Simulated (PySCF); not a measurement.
SMILES C([SiH2][SiH2]C)=O, GFN2-xTB optimised geometry. Atoms within 1.6 Å of the plane z = 1.5 Å (x, y, z in Å): Si2 (1.29, -0.58, 0.00), Si3 (-1.03, -0.58, 0.00), C4 (-1.59, 1.25, 0.00), H9 (1.82, -1.94, 0.17), H10 (1.85, 0.23, 1.10), H11 (-1.67, -1.16, 1.19), H13 (-1.85, 1.72, 0.98).

Calculation: B3LYP/def2-TZVP run with PySCF.

Map of the electron localisation function on the plane z = 1.5 Å:

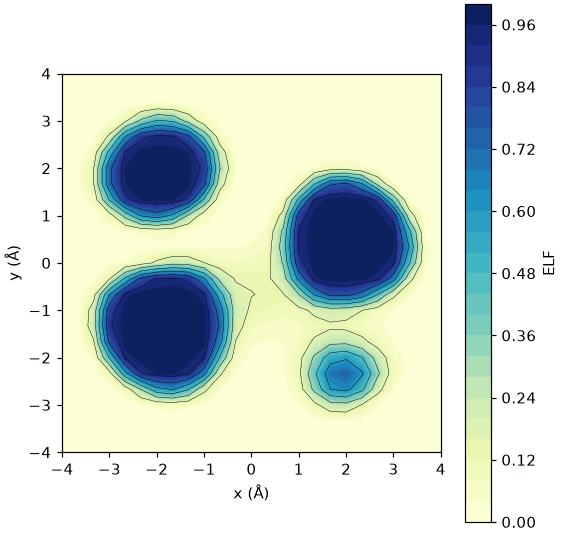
Electron localisation function on the plane z = 1.5 Å.
